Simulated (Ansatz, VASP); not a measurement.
**Cross-check of Te2Mo between VASP and Ansatz**

Wanted: the spread between two codes on one cell, functional and k mesh.

Method: plane waves, with VASP 6.6.1 beside it; band structure at PBE, band structure at r2SCAN and band structure at PBE, spin-orbit coupling, in Ansatz 0.2.0.

## Step 1: Starting point

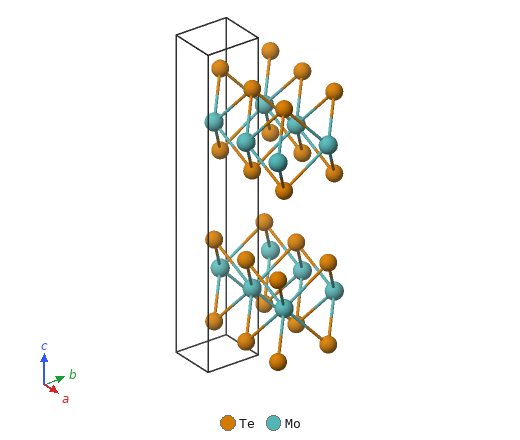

The cell as given, slightly off an axis (tellurium orange, molybdenum teal). 3×2×1 cells are drawn.

## Step 2: Ansatz: band structure, PBE

Ansatz runs on its default PAW (the set named soft_2) files.

Levels along a path test the potential and the projectors away from the mesh points.

Input file input.yaml:

```yaml
crystal:
  lattice:
    - [3.5182, 0.0, 0.0]
    - [-1.7591, 3.0468505756, 0.0]
    - [0.0, 0.0, 13.9736]
  atoms:
    - { symbol: Te, position: [0.3333333333, 0.6666666667, 0.621] }
    - { symbol: Te, position: [0.6666666667, 0.3333333333, 0.121] }
    - { symbol: Te, position: [0.3333333333, 0.6666666667, 0.879] }
    - { symbol: Te, position: [0.6666666667, 0.3333333333, 0.379] }
    - { symbol: Mo, position: [0.3333333333, 0.6666666667, 0.25] }
    - { symbol: Mo, position: [0.6666666667, 0.3333333333, 0.75] }
hamiltonian:
  xc: pbe
  pseudopotentials: { kind: paw }
kpoints:
  mp_grid: { grid: [5, 5, 1] }
  band_path:
    path:
      - [0.0, 0.0, 0.0]
      - [0.13333, 0.0, 0.0]
      - [0.3, 0.0, 0.0]
      - [0.46667, 0.0, 0.0]
      - [0.46667, 0.06667, 0.0]
      - [0.41111, 0.17778, 0.0]
      - [0.35556, 0.28889, 0.0]
      - [0.28889, 0.28889, 0.0]
      - [0.2, 0.2, 0.0]
      - [0.17778, 0.17778, 0.0]
      - [0.06667, 0.06667, 0.0]
      - [0.0, 0.0, 0.03333]
      - [0.0, 0.0, 0.2]
      - [0.0, 0.0, 0.36667]
      - [0.0, 0.0, 0.5]
      - [0.16667, 0.0, 0.5]
      - [0.3, 0.0, 0.5]
      - [0.46667, 0.0, 0.5]
      - [0.46667, 0.06667, 0.5]
      - [0.41111, 0.17778, 0.5]
      - [0.35556, 0.28889, 0.5]
      - [0.28889, 0.28889, 0.5]
      - [0.17778, 0.17778, 0.5]
      - [0.06667, 0.06667, 0.5]
      - [0.5, 0.0, 0.46667]
      - [0.5, 0.0, 0.3]
      - [0.5, 0.0, 0.13333]
      - [0.33333, 0.33333, 0.0]
      - [0.33333, 0.33333, 0.16667]
      - [0.33333, 0.33333, 0.33333]
      - [0.33333, 0.33333, 0.5]
    npoints: 1
scf:
  occupations: { method: gaussian, width: 0.02 }
  n_extra_bands: 9
output:
  forces: true
  stress: true
  eigenvalues: true
```

Launch:

```
$ ansatz run input.yaml --threads 4 --pin off --max-ram 9216MiB --backend cpu --events-out ev --progress --plain --runs-dir out
```

Numbers of over 12 decimals in the logs are rounded to 6 here.

What it wrote:

```text
scf.n_extra_bands = 9 over 46 filled bands (N_el = 92.0): the run solves 55 bands
Engine: ansatz 0.2.0, aarch64-unknown-linux-gnu
Pseudopotentials: kind: paw
Pseudopotential: Te, paw, valence charge 16, recommended cutoff 420 eV (normal), Te.paw.azcp
Pseudopotential: Mo, paw, valence charge 14, recommended cutoff 420 eV (normal), Mo.paw.azcp
Functional definition: PBE
  parameter kappa = 0.804
  parameter beta = 0.066725
  exchange = pbe_x(kappa = kappa, mu = beta*pi^2/3)
  correlation = pbe_c(beta = beta)
Crystal: 6 atoms, lattice volume = 149.789 Å³
Basis set: ecut = 420 eV, 2909 PW (Γ), exchange–correlation on 48×48×192 points (8 copies of the dense FFT grid, shifted against one another)
Bands: 55, of which v1, the nominal top of the filled ones, is band 46 counted from 1 (45 counted from 0)
Symmetry: 24 space group operations
Space group: P63/mmc (ITA 194), of the structure as read, at distance tolerance 5.3e-5 Å
k-points: 5 of 25
Non-local potential: Te, projectors of the file, l = 0: 2, l = 1: 2, l = 2: 2, l = 3: 2
Non-local potential: Mo, projectors of the file, l = 0: 3, l = 1: 2, l = 2: 2, l = 3: 1
PAW form: soft (Blöchl's): semilocal exchange-correlation on the pseudo side does not see the compensation charge
PAW one-centre angular grid: Te, 590 points (default); XC on 64 Gauss nodes
PAW one-centre angular grid: Mo, 590 points (default); XC on 64 Gauss nodes
Initial density: superposition of atomic densities (neutral atoms: chi_scale 0, normalization atom), corrected by the library's trained network
Initial wavefunctions: pseudopotential atomic-orbital guess
Functional: x = pbe(κ = 0.804, μ = 0.219515), c = pbe(β = 0.066725)
SCF iter   1: F=—  HF=-37833.325644 eV  |F-HF|=—  |Δ(HF+E_count)|=         —  Δρ=4.31e-3  dr2=1.04e-2  ethr=1.77e-3  ⟨swp⟩=8.4  Hψ=1068  notcnv=0
preconditioner: auto → Resta (q_TF=auto, 2.515 Å⁻¹)  ε∞=7.5  [insulator: Δε(μ)=0.716 eV  Ē_g=7.162 eV  σ=0.020 eV  W_gap=1.00  n_scr=52 (ndim 8)  ℏωp=18.2 eV  f_vac=0.021  D(μ)=0.00/eV (n_scr^D=0)  ε∞_Penn≈7.5]
SCF iter   2: F=—  HF=-37833.333656 eV  |F-HF|=—  |Δ(HF+E_count)|=   8.01e-3  Δρ=2.55e-3  dr2=3.67e-3  ethr=1.13e-5  ⟨swp⟩=2.0  Hψ=446  notcnv=0  defer=9
SCF iter   3: F=—  HF=-37833.337116 eV  |F-HF|=—  |Δ(HF+E_count)|=   3.46e-3  Δρ=1.10e-3  dr2=1.48e-3  ethr=3.99e-6  ⟨swp⟩=2.0  Hψ=363  notcnv=0  defer=9
SCF iter   4: F=—  HF=-37833.337788 eV  |F-HF|=—  |Δ(HF+E_count)|=   6.72e-4  Δρ=1.27e-4  dr2=2.62e-5  ethr=1.60e-6  ⟨swp⟩=2.0  Hψ=349  notcnv=0  defer=9
SCF iter   5: F=—  HF=-37833.337861 eV  |F-HF|=—  |Δ(HF+E_count)|=   7.29e-5  Δρ=4.71e-5  dr2=3.91e-6  ethr=2.85e-8  ⟨swp⟩=3.0  Hψ=486  notcnv=0  defer=9
SCF iter   6: F=—  HF=-37833.337866 eV  |F-HF|=—  |Δ(HF+E_count)|=   4.54e-6  Δρ=1.08e-5  dr2=2.90e-7  ethr=4.25e-9  ⟨swp⟩=2.0  Hψ=353  notcnv=0  defer=9
SCF iter   7: F=-37833.337866 eV  HF=-37833.337866 eV  |F-HF|=1.01e-8  |Δ(HF+E_count)|=   1.37e-7  Δρ=3.71e-6  dr2=3.69e-8  ethr=1.09e-10  ⟨swp⟩=10.4  Hψ=1107  notcnv=0
SCF 1 converged in 7 iterations: F = -37833.337866 eV  dr2 = 3.69e-8
  greatest PAW one-centre occupation: 0.998 electrons in one spin orbital (limit 2), on the Mo atom at site 5 (counted from 0), in its partial waves of l = 0
NSCF: frozen V_eff on 31 k-points
SCF converged after 7 iterations
Free energy (F): -37833.337866 eV
Harris-Foulkes:  -37833.337866 eV  (|F-HF|=1.01e-8)
Internal energy: -37833.337866 eV  (E = F + TS)
E sigma→0 (E₀):  -37833.337866 eV
Fermi energy:    12.833515 eV
--- Per-component energies (eV) ---
  E_band       = -1143.377481
  E_kinetic    = 1610.041488
  E_local      = -7395.121849  (includes V_loc(G=0)·N_el)
  E_nonlocal   = -952.580703
  E_hartree    = 4141.118139
  E_xc         = -866.193943
  E_vxc        = -877.514606  (∫ρ·V_xc dr)
  E_paw        = -25053.978782  (= ΣΔE_a)
  E_vpaw       = -1810.435036  (= ΣTr[D̂ρ^β])
  E_aug_tail   = -0.000600  (compensation charges beyond the density's cutoff)
  E_ewald      = -9316.621616
  E_smearing   = -0.000000  (= −TS)
  E_closure    = 0.000000  (closes the sum)
  Σ components = -37833.337866   (vs F -37833.337866, Δ=0.00e0)
--- Forces (eV/Å), atoms counted from 1 ---
  atom   1  Te     0.00000000     0.00000000    -0.13358306
  atom   2  Te    -0.00000000    -0.00000000    -0.13358306
  atom   3  Te    -0.00000000     0.00000000     0.13358306
  atom   4  Te     0.00000000    -0.00000000     0.13358306
  atom   5  Mo     0.00000000     0.00000000     0.00000000
  atom   6  Mo    -0.00000000    -0.00000000     0.00000000
  max |Σ_I F_I| component: 6.94e-18 eV/Å
--- Stress (GPa, compression-positive) ---
        2.862759       0.000000       0.000000
        0.000000       2.862759       0.000000
        0.000000       0.000000       3.687015
  P = ⅓ Tr σ = 3.1375 GPa (31.375 kbar)
--- Band table (eV; the first three rows and the last of 5) ---
  k-point 0: bands = [... 42 lower, 11.4662, 11.4662, 12.1569, 12.4789, 15.3841, 15.3841, 15.5173, 15.5173, ... 5 higher]
  k-point 1: bands = [... 42 lower, 11.1172, 11.4755, 11.8416, 11.9882, 13.9731, 14.4057, 14.4351, 14.6507, ... 5 higher]
  k-point 2: bands = [... 42 lower, 11.2266, 11.4813, 11.7711, 11.9913, 13.7549, 13.8112, 13.9538, 14.2226, ... 5 higher]
  k-point 4: bands = [... 42 lower, 10.5500, 10.8342, 12.0047, 12.2514, 13.6153, 13.7228, 14.0374, 14.3969, ... 5 higher]
```

It took 4.1 s on 4 threads of Arm Neoverse N1, shared host; peak memory 0.49 GiB; 15 s of CPU time.

In the SCF lines HF is the Harris–Foulkes energy and dr2 the Hartree energy of the density residual, in eV; the loop may stop once dr2 is under the threshold and the program's other checks hold. Hψ counts applications of the Hamiltonian.

## Step 3: VASP: band structure, PBE

The same cell, functional, mesh and smearing now go to VASP, with its own data sets and cutoff.

Lines of VASP's logs that name or quote its potential files are left out, and so is its time.

Input file INCAR:

```
SYSTEM = Te2Mo
PREC = Accurate
ENCUT = 400
EDIFF = 1E-06
NELM = 100
ISMEAR = 0
SIGMA = 0.02
LREAL = .FALSE.
ALGO = Normal
GGA = PE
NBANDS = 42
LASPH = .TRUE.
LORBIT = 11
LWAVE = .FALSE.
LCHARG = .FALSE.
KPAR = 2
NCORE = 4
```

Input file POSCAR:

```
Te2Mo
1.0
    3.5182000000      0.0000000000      0.0000000000
   -1.7591000000      3.0468505756      0.0000000000
    0.0000000000      0.0000000000     13.9736000000
Te Mo
4 2
Direct
    0.3333333333      0.6666666667      0.6210000000
    0.6666666667      0.3333333333      0.1210000000
    0.3333333333      0.6666666667      0.8790000000
    0.6666666667      0.3333333333      0.3790000000
    0.3333333333      0.6666666667      0.2500000000
    0.6666666667      0.3333333333      0.7500000000
```

Input file KPOINTS:

```
Automatic mesh
0
Gamma
5 5 1
0 0 0
```

Input file KPOINTS_OPT:

```
Line mode
16
Line-mode
Reciprocal
  0.00000000   0.00000000   0.00000000 GAMMA
  0.50000000   0.00000000   0.00000000 M

  0.50000000   0.00000000   0.00000000 M
  0.33333333   0.33333333   0.00000000 K

  0.33333333   0.33333333   0.00000000 K
  0.00000000   0.00000000   0.00000000 GAMMA

  0.00000000   0.00000000   0.00000000 GAMMA
  0.00000000   0.00000000   0.50000000 A

  0.00000000   0.00000000   0.50000000 A
  0.50000000   0.00000000   0.50000000 L

  0.50000000   0.00000000   0.50000000 L
  0.33333333   0.33333333   0.50000000 H

  0.33333333   0.33333333   0.50000000 H
  0.00000000   0.00000000   0.50000000 A

  0.50000000   0.00000000   0.50000000 L
  0.50000000   0.00000000   0.00000000 M

  0.33333333   0.33333333   0.00000000 K
  0.33333333   0.33333333   0.50000000 H
```

The projector-augmented-wave data sets are Te and Mo_sv (PBE family, release 64).

Launch:

```
$ mpirun -np 8 vasp_std
```

What it wrote:

```text
[banner, memory and clock lines left out]
running    8 mpi-ranks, on    1 nodes
 distrk:  each k-point on    4 cores,    2 groups
 distr:  one band on    4 cores,    1 groups

 POSCAR found type information on POSCAR TeMo
 POSCAR found :  2 types and       6 ions
 LDA part: xc-table for (Slater+PW92), standard interpolation
 POSCAR, INCAR and KPOINTS ok, starting setup
 FFT: planning ... GRIDC
 FFT: planning ... GRID_SOFT
 FFT: planning ... GRID
 WAVECAR not read
 entering main loop
       N       E                     dE             d eps       ncg     rms          rms(c)
DAV:   1     0.311047599559E+03    0.31105E+03   -0.23494E+04   492   0.902E+02
DAV:   2    -0.212025875795E+02   -0.33225E+03   -0.31878E+03   488   0.248E+02
DAV:   3    -0.369019564594E+02   -0.15699E+02   -0.15370E+02   496   0.475E+01
DAV:   4    -0.371845989303E+02   -0.28264E+00   -0.28236E+00   488   0.651E+00
DAV:   5    -0.371923248490E+02   -0.77259E-02   -0.77255E-02   494   0.106E+00    0.217E+01
DAV:   6    -0.364280781230E+02    0.76425E+00   -0.49604E+00   454   0.108E+01    0.898E+00
DAV:   7    -0.364014318439E+02    0.26646E-01   -0.39785E+00   432   0.891E+00    0.617E+00
DAV:   8    -0.359249286017E+02    0.47650E+00   -0.92536E-01   460   0.478E+00    0.206E+00
DAV:   9    -0.359334893956E+02   -0.85608E-02   -0.13619E-01   484   0.146E+00    0.113E+00
DAV:  10    -0.359262728216E+02    0.72166E-02   -0.25247E-02   470   0.808E-01    0.284E-01
DAV:  11    -0.359264591812E+02   -0.18636E-03   -0.12554E-03   538   0.140E-01    0.142E-01
DAV:  12    -0.359264610779E+02   -0.18967E-05   -0.15316E-04   486   0.531E-02    0.148E-01
DAV:  13    -0.359264195832E+02    0.41495E-04   -0.23425E-04   450   0.765E-02    0.133E-02
DAV:  14    -0.359264200127E+02   -0.42953E-06   -0.76848E-06   480   0.107E-02
   1 F= -.35926420E+02 E0= -.35926420E+02  d E =-.135525E-21
 Start KPOINTS_OPT (optional k-point list driver)
k-point batch [1-5\144]
       N       E                     dE             ncg
DAV:   1    -0.163689746792E+02   -0.42924E+03      484
DAV:   2    -0.187423280687E+04   -0.18579E+04      510
DAV:   3    -0.195224563494E+04   -0.78013E+02      488
DAV:   4    -0.195378645603E+04   -0.15408E+01      496
DAV:   5    -0.195384094963E+04   -0.54494E-01      526
DAV:   6    -0.195384132011E+04   -0.37049E-03      528
DAV:   7    -0.195384132943E+04   -0.93138E-05      544
DAV:   8    -0.195384132961E+04   -0.17806E-06      376
[...]
k-point batch [141-144\144]
       N       E                     dE             ncg
DAV:   1     0.145090834619E+04   -0.71589E+04      400
DAV:   2     0.164615120525E+03   -0.12863E+04      416
DAV:   3     0.107261871151E+03   -0.57353E+02      392
DAV:   4     0.106336451626E+03   -0.92542E+00      358
DAV:   5     0.106313572405E+03   -0.22879E-01      352
DAV:   6     0.106312670004E+03   -0.90240E-03      378
DAV:   7     0.106312628503E+03   -0.41500E-04      352
DAV:   8     0.106312626507E+03   -0.19961E-05      316
DAV:   9     0.106312626411E+03   -0.96491E-07      182
```

OUTCAR, selected parts (step 3):

```text
ion  position               nearest neighbor table
   1  0.333  0.667  0.621-   6 2.72   6 2.72   6 2.72   3 3.61
   2  0.667  0.333  0.121-   5 2.72   5 2.72   5 2.72   4 3.61
   3  0.333  0.667  0.879-   6 2.72   6 2.72   6 2.72   1 3.61
   4  0.667  0.333  0.379-   5 2.72   5 2.72   5 2.72   2 3.61
   5  0.333  0.667  0.250-   2 2.72   4 2.72   2 2.72   4 2.72   2 2.72   4 2.72
   6  0.667  0.333  0.750-   1 2.72   3 2.72   1 2.72   3 2.72   1 2.72   3 2.72

  LATTYP: Found a hexagonal cell.
 ALAT       =     3.5182000000
 C/A-ratio  =     3.9718037633

 Subroutine GETGRP returns: Found 24 space group operations
 (whereof 12 operations were pure point group operations)

The static configuration has the point symmetry D_3d.
 The point group associated with its full space group is D_6h.

 Found      5 irreducible k-points:

   k-points           NKPTS =      5   k-points in BZ     NKDIM =      5   number of bands    NBANDS=     42

   dimension x,y,z NGX =    24 NGY =   24 NGZ =   96
   dimension x,y,z NGXF=    48 NGYF=   48 NGZF=  192

   ENCUT  =  400.0 eV  29.40 Ry    5.42 a.u.   5.74  5.74 22.79*2*pi/ulx,y,z

   NELECT =      52.0000    total number of electrons

 k-points in reciprocal lattice and weights: Automatic mesh
   0.00000000  0.00000000  0.00000000       0.040
   0.20000000 -0.00000000  0.00000000       0.240
   0.40000000 -0.00000000  0.00000000       0.240
   0.20000000  0.20000000  0.00000000       0.240
   0.40000000  0.20000000  0.00000000       0.240

 average (electrostatic) potential at core
       1 -86.1584       2 -86.1584       3 -86.1584       4 -86.1584       5 -73.4106
       6 -73.4106

 E-fermi :   8.2883

 k-point     1 :       0.0000    0.0000    0.0000
  band No.  band energies     occupation
    ...
     22       7.0989      2.00000
     23       7.1340      2.00000
     24       7.1340      2.00000
     25       7.8398      2.00000
     26       8.1577      2.00000
     27      11.0632      0.00000
     28      11.0632      0.00000
     29      11.1952      0.00000
     30      11.1952      0.00000
     31      11.2915      0.00000
    ...

 k-point     2 :       0.2000   -0.0000    0.0000
  band No.  band energies     occupation
    ...
     22       6.7750      2.00000
     23       6.7839      2.00000
     24       7.1464      2.00000
     25       7.5181      2.00000
     26       7.6772      2.00000
     27       9.6501      0.00000
     28      10.0822      0.00000
     29      10.1094      0.00000
     30      10.3299      0.00000
     31      10.6134      0.00000
    ...

 k-point     3 :       0.4000   -0.0000    0.0000
  band No.  band energies     occupation
    ...
     22       6.5814      2.00000
     23       6.8979      2.00000
     24       7.1539      2.00000
     25       7.4436      2.00000
     26       7.6623      2.00000
     27       9.4295      0.00000
     28       9.4841      0.00000
     29       9.6267      0.00000
     30       9.8973      0.00000
     31      10.5815      0.00000
    ...

  Total        2.4790450      2.4790450      3.3270452      0.0000000      0.0000000      0.0000000
  in kB       26.5164269     26.5164269     35.5868296      0.0000000      0.0000000      0.0000000
  external PRESSURE =      29.5398945 kB  Pullay stress =       0.0000000 kB

  energy-cutoff  :      400.00
  volume of cell :      149.79
      direct lattice vectors                 reciprocal lattice vectors
     3.518200000  0.000000000  0.000000000     0.284236257  0.164103880  0.000000000
    -1.759100000  3.046850576  0.000000000     0.000000000  0.328207759  0.000000000
     0.000000000  0.000000000 13.973600000     0.000000000  0.000000000  0.071563520

 POSITION                                       TOTAL-FORCE (eV/Angst)
 -----------------------------------------------------------------------------------
     -0.00000      2.03123      8.67761         0.000000      0.000000     -0.149460
      1.75910      1.01562      1.69081         0.000000     -0.000000     -0.149460
     -0.00000      2.03123     12.28279        -0.000000      0.000000      0.149460
      1.75910      1.01562      5.29599        -0.000000      0.000000      0.149460
     -0.00000      2.03123      3.49340         0.000000      0.000000     -0.000000
      1.75910      1.01562     10.48020        -0.000000     -0.000000     -0.000000
 -----------------------------------------------------------------------------------
    total drift:                               -0.000000      0.000000     -0.000000

  FREE ENERGIE OF THE ION-ELECTRON SYSTEM (eV)
  ---------------------------------------------------
  free  energy   TOTEN  =       -35.9264200127 eV

  energy  without entropy=      -35.9264200127  energy(sigma->0) =      -35.92642001

 total charge
# of ion       s       p       d       tot
------------------------------------------
    1        1.386   1.982   0.064   3.432
    2        1.386   1.982   0.064   3.432
    3        1.386   1.982   0.064   3.432
    4        1.386   1.982   0.064   3.432
    5        2.254   6.149   3.991  12.393
    6        2.254   6.149   3.991  12.393
--------------------------------------------------
tot         10.051  20.225   8.238  38.513

[... 2 further parts left out ...]
```

The run ends at a pressure of 2.95 GPa, with forces up to 0.15 eV/Å.

## Step 4: Side by side

Known differences besides the PAW data sets themselves: the data sets hold 92 valence electrons in Ansatz (default PAW (the set named soft_2) files) and 52 in VASP; the cutoff is 420 eV in Ansatz and 400 eV in VASP. Total energies have different zeros and are not compared.

Compared:

| quantity | Ansatz | VASP | difference |
| --- | --- | --- | --- |
| pressure (GPa) | 3.14 | 2.95 | +0.18 |
| gap over the path points (eV) | 0.710 | 0.705 | +0.005 |

Forces (eV/Å; atoms numbered as in POSCAR):

| atom | Ansatz x, y, z | VASP x, y, z |
| --- | --- | --- |
| Te1 | 0.000, 0.000, -0.134 | 0.000, 0.000, -0.149 |
| Te2 | 0.000, 0.000, -0.134 | 0.000, 0.000, -0.149 |
| Te3 | 0.000, 0.000, 0.134 | 0.000, 0.000, 0.149 |
| Te4 | 0.000, 0.000, 0.134 | 0.000, 0.000, 0.149 |
| Mo5 | 0.000, 0.000, 0.000 | 0.000, 0.000, 0.000 |
| Mo6 | 0.000, 0.000, 0.000 | 0.000, 0.000, 0.000 |

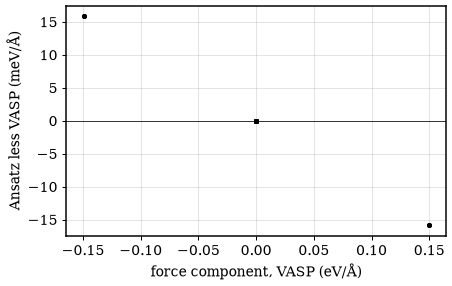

Difference of the force components against their size.

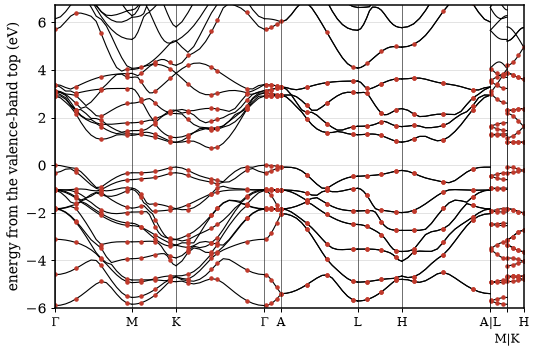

Bands from VASP (lines) and levels from Ansatz (dots). Dots without a line are higher empty bands that the VASP plot leaves out.

Levels at points of the path, from each program's valence-band top (eV; 4 filled, then empty):

| k (reciprocal lattice) | Ansatz | VASP |
| --- | --- | --- |
| 0.000 0.000 0.000 | -1.01 -1.01 -0.32 0.00 2.90 2.90 3.04 | -1.02 -1.02 -0.32 0.00 2.90 2.90 3.04 |
| 0.133 0.000 0.000 | -1.12 -1.00 -0.28 -0.14 2.17 2.27 2.33 | -1.12 -1.00 -0.28 -0.13 2.17 2.27 2.33 |
| 0.300 0.000 0.000 | -1.14 -1.04 -1.02 -0.91 1.09 1.62 1.72 | -1.13 -1.05 -1.03 -0.92 1.09 1.62 1.72 |
| 0.467 0.000 0.000 | -1.07 -0.94 -0.61 -0.33 1.27 1.34 1.43 | -1.08 -0.94 -0.62 -0.34 1.26 1.33 1.43 |
| 0.467 0.067 0.000 | -1.35 -1.20 -0.56 -0.31 1.30 1.34 1.47 | -1.35 -1.20 -0.57 -0.32 1.29 1.33 1.46 |
| 0.411 0.178 0.000 | -1.94 -1.63 -0.50 -0.25 1.17 1.30 1.71 | -1.93 -1.63 -0.51 -0.26 1.17 1.29 1.71 |
| 0.356 0.289 0.000 | -1.88 -1.76 -0.34 -0.10 0.99 1.03 1.20 | -1.87 -1.76 -0.35 -0.11 0.98 1.02 1.20 |
| 0.289 0.289 0.000 | -1.87 -1.66 -0.43 -0.21 1.02 1.19 1.27 | -1.86 -1.66 -0.44 -0.21 1.01 1.18 1.27 |
| 0.200 0.200 0.000 | -1.21 -1.20 -0.70 -0.57 0.71 1.50 1.54 | -1.20 -1.19 -0.71 -0.58 0.70 1.49 1.54 |
| 0.178 0.178 0.000 | -1.13 -0.95 -0.78 -0.64 0.76 1.51 1.56 | -1.12 -0.94 -0.79 -0.65 0.75 1.50 1.56 |

The forces differ by 7.5 meV/Å r.m.s., which is 10.6 % of the r.m.s. force of 0.07 eV/Å (both taken over all components). Among the levels compared (up to four filled and three empty ones at each point), filled levels agree within 11 meV and empty ones within 10 meV.

## Step 5: Further runs

An all-electron run, which needs no data sets, serves as referee.

| run | difference in gap over the path points (eV) |
| --- | --- |
| as above | 0.0052 |
| Ansatz's all-electron LAPW method | 0.0057 |

(Part 1 of 3 ends here.)

[Lines on the potential files, build, host, timing and source positions are cut from VASP's logs without a mark.]

[Logs are printed without paths, hosts, clocks, repeated set-up lines and the standing remarks that a program may print on its own settings, such as how far it seeks lower states.]

[Hosts, paths, dates, database ids (printed as entryN), source tags and the programs' standing remarks are cut or masked in the printed files.]
